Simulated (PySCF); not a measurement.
Molecule (SMILES): C1CN1.
Geometry (B3LYP-D3(BJ)/def2-TZVP, fixed):
```
C
H 1 1.0830
H 1 1.0841 2 114.71
N 1 1.4686 2 114.80 3 -142.73
H 4 1.0144 1 110.39 2 146.03
C 4 1.4686 5 110.39 1 -65.01
H 6 1.0830 4 114.80 5 -146.03
H 6 1.0841 7 114.71 4 -142.73
```

Basis-set convergence of the mean static polarisability at HF with PySCF. All functions are spherical. Density fitting with generated auxiliary sets. No added dispersion term, no relativity. Reference: the value in aug-pcseg-2, 31.39 bohr³, itself unsure by roughly 0.1 % (its distance from aug-cc-pVTZ). Deviations are taken from unrounded values. Cost is core time over that of aug-cc-pVDZ, rough, on shared machines of one kind.

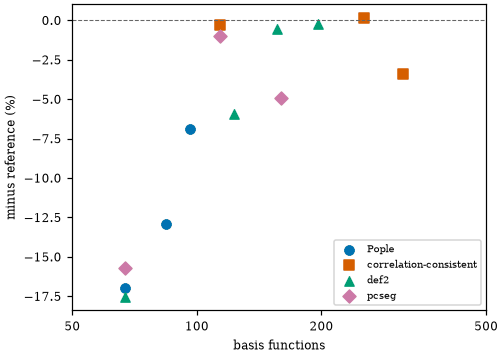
Deviation from the reference against the number of basis functions, by family of sets.

| basis | functions | mean static polarisability (bohr³) | minus reference (%) | cost |
|---|---|---|---|---|
| 6-31G** | 67 | 26.05 | -17.0 | 0.4× |
| def2-SVP | 67 | 25.89 | -17.5 | 0.3× |
| pcseg-1 | 67 | 26.46 | -15.7 | 0.4× |
| 6-311G** | 84 | 27.34 | -12.9 | 0.4× |
| 6-311+G** | 96 | 29.23 | -6.9 | 0.6× |
| aug-cc-pVDZ | 114 | 31.30 | -0.3 | 1× |
| aug-pcseg-1 | 114 | 31.07 | -1.0 | 1× |
| def2-TZVP | 123 | 29.52 | -6.0 | 1× |
| def2-TZVPD | 156 | 31.22 | -0.5 | 3× |
| pcseg-2 | 160 | 29.85 | -4.9 | 3× |
| def2-TZVPPD | 196 | 31.31 | -0.3 | 5× |
| aug-cc-pVTZ | 253 | 31.43 | 0.1 | 10× |
| cc-pVQZ | 315 | 30.32 | -3.4 | 20× |
